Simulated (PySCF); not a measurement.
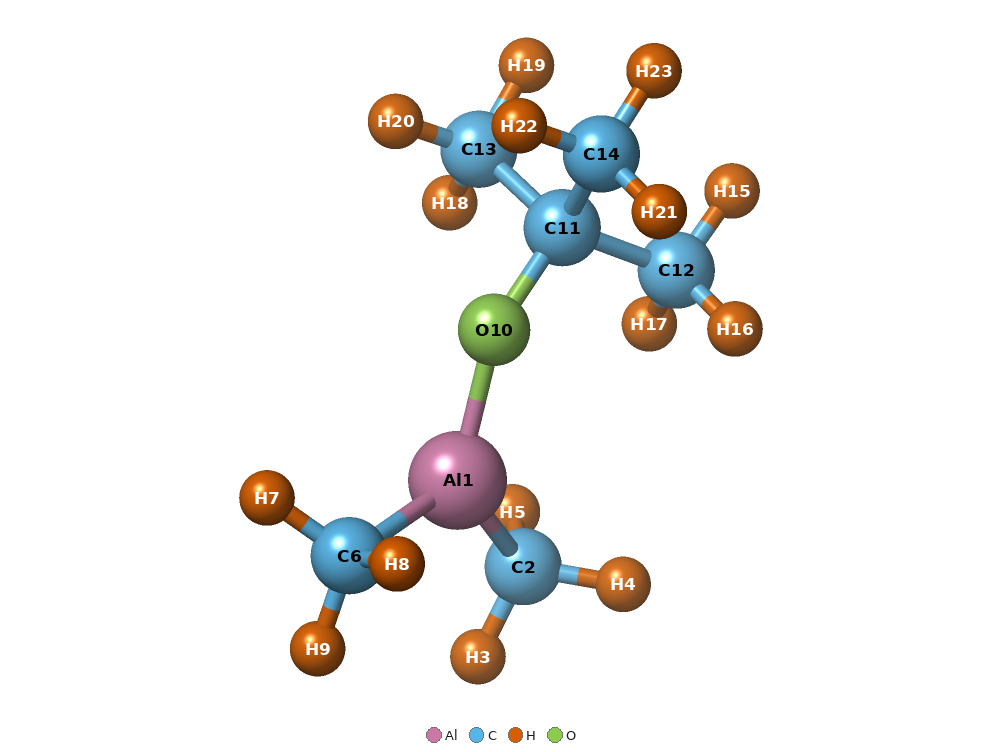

The geometry was computed by an optimisation with PBE0-D3(BJ)/def2-SVP. No frequency run is at hand to confirm it as a minimum. Method: delta-SCF UKS SCAN, pcX-2 on the ionised atom (unc-x2c-TZVPall on a metal), pcseg-1 elsewhere, spin-free X2C (PySCF 2.14.0).

Give the core-electron binding energies (to vacuum; p and d levels without spin–orbit splitting) of Al1 1s, Al1 2p, C2 1s, O10 1s, C11 1s, C12 1s.

| atom | level | binding energy (eV) |
| --- | --- | --- |
| Al1 | 1s | 1566.2 |
| Al1 | 2p | 79.7 |
| C2 | 1s | 289.5 |
| O10 | 1s | 536.7 |
| C11 | 1s | 291.8 |
| C12 | 1s | 290.3 |
